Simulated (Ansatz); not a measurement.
# Ge wire along [100], 21 atoms a period, H-terminated: bands by functional, part 2 of 2

Wanted: the relaxed geometry and the bands of the Ge wire along [100], 21 atoms a period, H-terminated.

Ansatz 0.2.0; DFT PBE, plane waves, PAW; relaxation of a wire's period; PAW set soft_1 (the session's first sound run).

So far. Step 2 (Relaxation of atoms and period): The cell's length comes to 5.789 Å with spin left out.

## 3. The wire at its relaxed period

This step: DFT PBE, plane waves, PAW; bands of a perfect wire; PAW set soft_1 (Ansatz 0.2.0).

At the relaxed period the bands are computed along the axis; those that cross an energy going forward count the channels that a perfect wire would open there.

Input file input.yaml:

```yaml
crystal:
  lattice:
    - [17.241, 0.0, 0.0]
    - [0.0, 17.241, 0.0]
    - [0.0, 0.0, 5.789135066]
  atoms:
    - { symbol: Ge, position: [0.253766017, 0.58850365, 0.981203549] }
    - { symbol: Ge, position: [0.417351804, 0.417351804, 0.001740499] }
    - { symbol: Ge, position: [0.411515655, 0.746253288, 0.981203549] }
    - { symbol: Ge, position: [0.58850365, 0.253766017, 0.981203549] }
    - { symbol: Ge, position: [0.582667501, 0.582667501, 0.001740499] }
    - { symbol: Ge, position: [0.746253288, 0.411515655, 0.981203549] }
    - { symbol: H, position: [0.282749585, 0.282749585, 0.103654282] }
    - { symbol: H, position: [0.71726972, 0.71726972, 0.103654282] }
    - { symbol: H, position: [0.189139465, 0.543647606, 0.108992182] }
    - { symbol: H, position: [0.456371699, 0.810879841, 0.108992182] }
    - { symbol: H, position: [0.543647606, 0.189139465, 0.108992182] }
    - { symbol: H, position: [0.810879841, 0.456371699, 0.108992182] }
    - { symbol: Ge, position: [0.335377427, 0.335377427, 0.255264754] }
    - { symbol: Ge, position: [0.335377427, 0.664641879, 0.244735246] }
    - { symbol: Ge, position: [0.500009653, 0.500009653, 0.25] }
    - { symbol: Ge, position: [0.664641879, 0.335377427, 0.244735246] }
    - { symbol: Ge, position: [0.664641879, 0.664641879, 0.255264754] }
    - { symbol: H, position: [0.189139465, 0.456371699, 0.391007818] }
    - { symbol: H, position: [0.456371699, 0.189139465, 0.391007818] }
    - { symbol: H, position: [0.543647606, 0.810879841, 0.391007818] }
    - { symbol: H, position: [0.810879841, 0.543647606, 0.391007818] }
    - { symbol: H, position: [0.282749585, 0.71726972, 0.396345718] }
    - { symbol: H, position: [0.71726972, 0.282749585, 0.396345718] }
    - { symbol: Ge, position: [0.253766017, 0.411515655, 0.518796451] }
    - { symbol: Ge, position: [0.411515655, 0.253766017, 0.518796451] }
    - { symbol: Ge, position: [0.417351804, 0.582667501, 0.498259501] }
    - { symbol: Ge, position: [0.582667501, 0.417351804, 0.498259501] }
    - { symbol: Ge, position: [0.58850365, 0.746253288, 0.518796451] }
    - { symbol: Ge, position: [0.746253288, 0.58850365, 0.518796451] }
    - { symbol: H, position: [0.213407074, 0.354168539, 0.686216846] }
    - { symbol: H, position: [0.354168539, 0.213407074, 0.686216846] }
    - { symbol: H, position: [0.645850766, 0.786612232, 0.686216846] }
    - { symbol: H, position: [0.786612232, 0.645850766, 0.686216846] }
    - { symbol: Ge, position: [0.334624242, 0.500009653, 0.75] }
    - { symbol: Ge, position: [0.500009653, 0.334624242, 0.75] }
    - { symbol: Ge, position: [0.500009653, 0.665395063, 0.75] }
    - { symbol: Ge, position: [0.665395063, 0.500009653, 0.75] }
    - { symbol: H, position: [0.213407074, 0.645850766, 0.813783154] }
    - { symbol: H, position: [0.354168539, 0.786612232, 0.813783154] }
    - { symbol: H, position: [0.645850766, 0.213407074, 0.813783154] }
    - { symbol: H, position: [0.786612232, 0.354168539, 0.813783154] }
kpoints:
  mp_grid: { grid: [1, 1, 14] }
  band_path: { path: ["Γ", Z], npoints: 90 }
scf:
  occupations: { method: fermi_dirac, width: 0.05 }
hamiltonian:
  xc: pbe
  pseudopotentials: { kind: paw, azcp: { folder: soft_1 } }
output:
  dos: { e_range: [-5, 4] }
  write_potential: true
  write_density: true
  volumetric_format: npy
```

The run is started by

```console
$ ansatz run input.yaml --threads 4 --pin off --max-ram 16384MiB --backend cpu --events-out ev --progress --plain --runs-dir out
```

Numbers of over 12 decimals in the logs are rounded to 6 here.

What it wrote:

```text
[...]
Crystal: 41 atoms, lattice volume = 1720.832 Å³
Basis set: ecut = 420 eV, 33675 PW (Γ)
Bands: 198, of which v1, the nominal top of the filled ones, is band 157 counted from 1 (156 counted from 0)
Symmetry: 8 space group operations
[...]
k-points: 8 of 14
[...]
SCF iter   1: F=—  HF=-90512.745698 eV  |F-HF|=—  |Δ(HF+E_count)|=         —  Δρ=3.55e-2  dr2=1.80e1  ethr=3.10e-3  ⟨swp⟩=6.4  Hψ=6257  notcnv=0  defer=78
[...]
SCF iter  10: F=-90507.792036 eV  HF=-90507.792036 eV  |F-HF|=6.65e-9  |Δ(HF+E_count)|=   1.32e-7  Δρ=1.01e-6  dr2=1.28e-8  ethr=3.18e-11  ⟨swp⟩=13.9  Hψ=7680  notcnv=0
SCF 1 converged in 10 iterations: F = -90507.792036 eV  dr2 = 1.28e-8
[...]
NSCF: frozen V_eff on 91 k-points
WARN: pass on a band path, mesh or list of k-points: the 91 k-points are solved 48 at a time at the most, because the 14.40 GiB of host memory that the pass is priced against does not hold them all with the solver's workspace as planned. The pass can take longer, above all where fewer k-points are solved at a time than the run has threads. As a rule a larger memory budget leaves room for more at once. The budget is what a run with no `--max-ram-frac` typed is planned for, 0.8 of the host's memory or its container's limit. More memory there lifts it, and so does a share over 0.88 that is typed (of such a share the budget is ten elevenths): [rest of the remark cut]
WARN: The output density's exchange-correlation potential varies sharply where the density is thin. Do not read a vacuum level from v_tot or v_xc, or from such a field of the output density. On a cell that repeats whose density bears no net charge and no dipole along the vacuum's axis use v_es (v_loc + v_h of the components); under efield.dipole_correction with no amplitude use v_es + v_field, which holds any externa [...]
SCF converged after 10 iterations
Free energy (F): -90507.792036 eV
[...]
Internal energy: -90507.792036 eV  (E = F + TS)
E sigma→0 (E₀):  -90507.792036 eV
Fermi energy:    -0.436697 eV
[...]
--- Band table (eV; the first three rows and the last of 8) ---
  k-point 0: bands = [... 153 lower, -2.0621, -1.8136, -1.8136, -1.7252, 0.9801, 1.0631, 1.2732, 1.2732, ... 37 higher]
  k-point 1: bands = [... 153 lower, -2.0990, -1.8227, -1.8227, -1.7371, 0.9976, 1.1203, 1.3029, 1.3029, ... 37 higher]
  k-point 2: bands = [... 153 lower, -2.1946, -1.8446, -1.8446, -1.7774, 1.0467, 1.2650, 1.3302, 1.3302, ... 37 higher]
  k-point 7: bands = [... 153 lower, -2.2731, -2.2714, -2.2060, -2.2060, 0.8380, 0.9215, 1.0275, 1.0275, ... 37 higher]
```

Wall time 15 min (4 threads of Arm Neoverse V2, shared host); peak memory 12 GiB.

Reading the cycles: dr2 is the Hartree energy of the density residual (eV), the measure of convergence; HF is the Harris–Foulkes estimate of the energy, which meets the free energy F at convergence.

Numbers from this step:

| Item | Value |
| --- | --- |
| band gap | 2.561 eV |

The electronic bands at the labelled points (eV, zero at the Fermi level; v1 is the highest filled band, c1 the lowest empty one):

```
point     v4     v3     v2     v1    c1    c2    c3    c4
    Γ  -1.63  -1.38  -1.38  -1.29  1.42  1.50  1.71  1.71
    Z  -1.84  -1.83  -1.77  -1.77  1.27  1.36  1.46  1.46
```

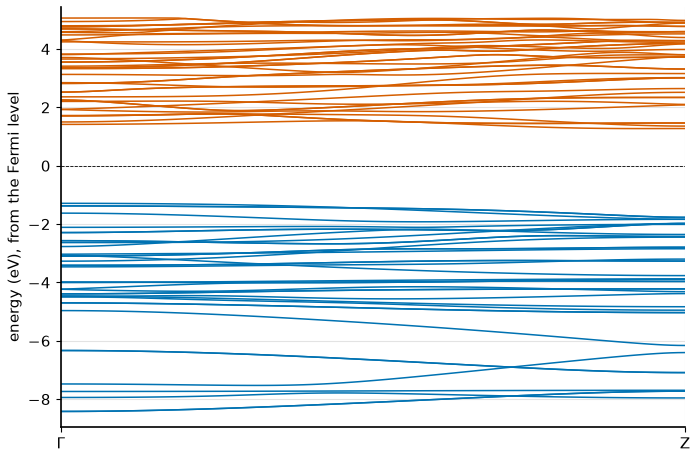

Electronic bands along the path; lines of filled and empty bands in two colours.

The gap is 2.56 eV, with spin left out.

The path shows an indirect gap of 2.56 eV (valence top at Γ, conduction bottom between Γ and Z). The least direct gap is 2.71 eV.

## 4. Levels at the same atoms, cutoff 500 eV, k-mesh 1×1×11

This step: DFT r2SCAN, plane waves, PAW; bands of a perfect wire at the PBE geometry; PAW set soft_1 (Ansatz 0.2.0).

The atoms stay at the PBE geometry and the functional changes. r2SCAN also reads the kinetic-energy density; it often gives larger moments and wider gaps than PBE, at a higher cost. Against the first PBE run of this kind, the cutoff is 500 eV against 420 and the mesh along the wire has 11 points against 14.

Changes to input.yaml since step 3:

```diff
@@ -48,3 +48,3 @@
 kpoints:
-  mp_grid: { grid: [1, 1, 14] }
+  mp_grid: { grid: [1, 1, 11] }
   band_path: { path: ["Γ", Z], npoints: 90 }
@@ -53,8 +53,3 @@
 hamiltonian:
-  xc: pbe
+  xc: r2scan
   pseudopotentials: { kind: paw, azcp: { folder: soft_1 } }
-output:
-  dos: { e_range: [-5, 4] }
-  write_potential: true
-  write_density: true
-  volumetric_format: npy
```

What it wrote:

```text
[...]
Crystal: 41 atoms, lattice volume = 1720.832 Å³
Basis set: ecut = 500 eV, 43753 PW (Γ), exchange–correlation on 512×512×180 points (64 copies of the dense FFT grid, shifted against one another)
Bands: 198, of which v1, the nominal top of the filled ones, is band 157 counted from 1 (156 counted from 0)
Symmetry: 8 space group operations
[...]
k-points: 6 of 11
[...]
SCF iter   1: F=—  HF=-90678.213867 eV  |F-HF|=—  |Δ(HF+E_count)|=         —  Δρ=3.46e-2  dr2=1.68e1  dr2_τ=1.44e-1  ethr=3.10e-3  ⟨swp⟩=6.5  Hψ=4750  notcnv=0  defer=55
[...]
SCF iter  10: F=-90675.502719 eV  HF=-90675.502718 eV  |F-HF|=5.98e-8  |Δ(HF+E_count)|=   5.07e-7  Δρ=1.17e-6  dr2=2.38e-8  dr2_τ=4.00e-10  ethr=3.18e-11  ⟨swp⟩=14.3  Hψ=5596  notcnv=0
SCF 1 converged in 10 iterations: F = -90675.502719 eV  dr2 = 2.38e-8
[...]
SCF converged after 10 iterations
Free energy (F): -90675.502719 eV
[...]
Internal energy: -90675.502719 eV  (E = F + TS)
E sigma→0 (E₀):  -90675.502719 eV
Fermi energy:    -0.468874 eV
[...]
--- Band table (eV; the first three rows and the last of 6) ---
  k-point 0: bands = [... 153 lower, -2.2944, -2.0231, -2.0231, -1.9329, 1.1224, 1.1598, 1.3669, 1.3669, ... 37 higher]
  k-point 1: bands = [... 153 lower, -2.3537, -2.0379, -2.0379, -1.9532, 1.1863, 1.2174, 1.4168, 1.4168, ... 37 higher]
  k-point 2: bands = [... 153 lower, -2.4936, -2.0712, -2.0712, -2.0242, 1.2492, 1.3849, 1.3849, 1.4410, ... 37 higher]
  k-point 5: bands = [... 153 lower, -2.5218, -2.4759, -2.3826, -2.3826, 0.9849, 1.0934, 1.1598, 1.1598, ... 37 higher]
```

Run time: 21 min. Hardware: 4 threads; peak memory 12 GiB; 85 min of CPU time.

This step gave:

| Quantity | Value |
| --- | --- |
| band gap | 2.918 eV |

The electronic bands at the labelled points (eV, zero at the Fermi level; v1 is the highest filled band, c1 the lowest empty one):

```
point     v4     v3     v2     v1    c1    c2    c3    c4
    Γ  -1.83  -1.55  -1.55  -1.46  1.59  1.63  1.84  1.84
    Z  -2.05  -2.04  -1.97  -1.97  1.46  1.52  1.63  1.63
```

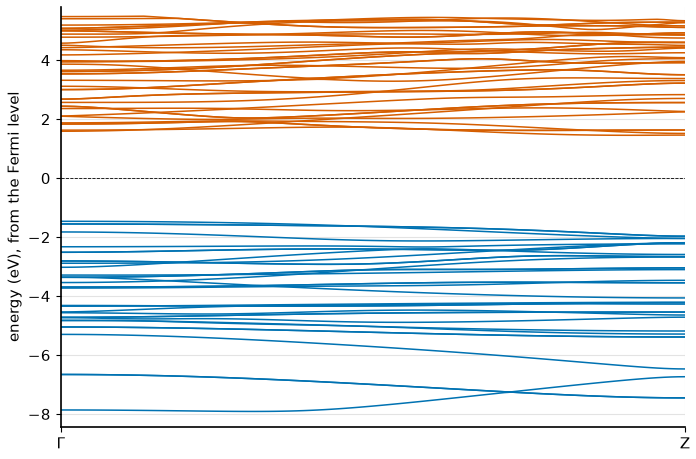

Electronic bands along the path; lines of filled and empty bands in two colours.

The gap is 2.92 eV, against 2.56 eV under PBE at the relaxed period.

## 5. Results

```json
{"cell length, PBE": "5.789 Å", "gap, PBE": "2.56 eV", "gap, r2SCAN": "2.92 eV"}
```

Under PBE the cell's length is 5.79 Å, and a gap of 2.56 eV makes it a semiconductor. At the relaxed period the wire is gapped under every functional, from 2.56 eV (PBE) to 2.92 eV (r2SCAN). Weak screening in one dimension makes quasiparticle gaps larger than the semilocal gaps, as a rule.

[Logs are printed without paths, hosts, clocks, repeated set-up lines and the standing remarks that a program may print on its own settings, such as how far it seeks lower states.]

[Hosts, paths, dates, database ids (printed as entryN), source tags and the programs' standing remarks are cut or masked in the printed files.]
